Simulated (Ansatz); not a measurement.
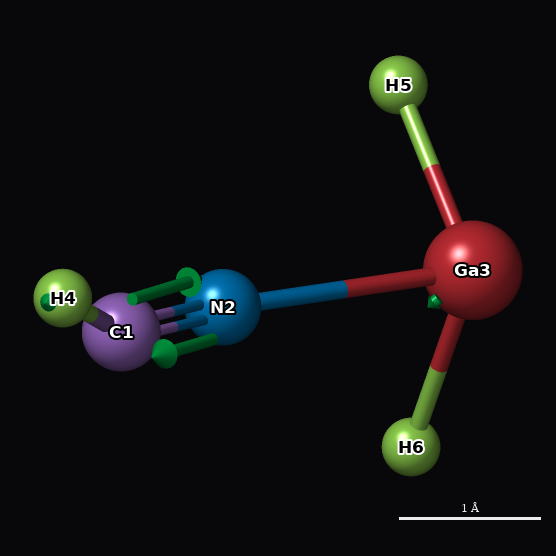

Arrows show the forces on the atoms, 0.1 Å of arrow for 1 eV/Å; forces under a tenth of the largest aren't drawn. State: neutral, doublet. Level of theory: revPBE-D4/def2-TZVPP (Ansatz 0.2.0).

Along which bond is the force strongest?

C1–N2, now 1.277 Å: the forces pull its atoms together, so a first step downhill shortens it.

List the force components in the frame of the picture (x right, y up, z towards the viewer), in eV/Å.

```json
{"atom": "C1", "Fx": "5.00", "Fy": "1.53", "Fz": "−7.64"}
{"atom": "N2", "Fx": "−4.39", "Fy": "−1.30", "Fz": "7.07"}
{"atom": "Ga3", "Fx": "−0.80", "Fy": "−0.66", "Fz": "−0.18"}
{"atom": "H4", "Fx": "−0.49", "Fy": "−0.15", "Fz": "0.99"}
{"atom": "H5", "Fx": "0.15", "Fy": "0.88", "Fz": "−0.19"}
{"atom": "H6", "Fx": "0.53", "Fy": "−0.30", "Fz": "−0.05"}
```
